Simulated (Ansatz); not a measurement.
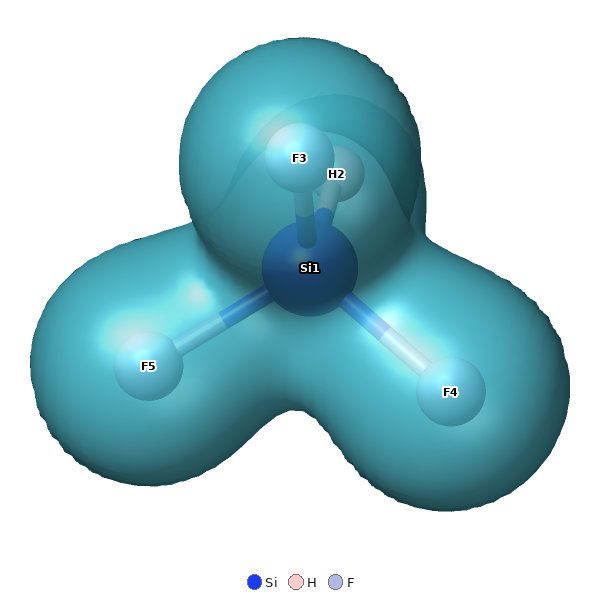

Figure. F3HSi. Isosurface of the total electron density at 0.2 e/Å³ (cyan), seen at a tilt.

Method: Ansatz, RKS r2SCANh/def2-SVP.

The calculation's input:

```
crystal:
  periodic: [false, false, false]
  atoms:
    - { symbol: Si, position_ang: [0.0, 0.0, 0.0] }
    - { symbol: H, position_ang: [0.0, 0.0, 1.46] }
    - { symbol: F, position_ang: [1.4994, 0.0, -0.5295] }
    - { symbol: F, position_ang: [-0.7489, 1.2974, -0.5295] }
    - { symbol: F, position_ang: [-0.7489, -1.2974, -0.5295] }
basis:
  gaussian: { orbitals: def2-SVP }
hamiltonian:
  xc: r2scanh
relax:
  f_tol: 0.02
  max_steps: 40
output:
  orbitals: {}
```

Command:

```sh
ansatz run input.yaml --threads 1 --pin off --max-ram 2048MiB --backend cpu --events-out ev --progress --plain --runs-dir out
```

The fields are those of the run's last geometry, not of the input's.

### Which contacts does the surface bridge?

At this value the surface is in one piece. It bridges the sampled Si–F (1.60 Å) and Si–H (1.46 Å) contacts, where the density stays above the isovalue. On the grid the lowest density along these lines, outside the cores, is 0.9 e/Å³ (Si–F, 1.60 Å) and 0.82 e/Å³ (Si–H, 1.46 Å).
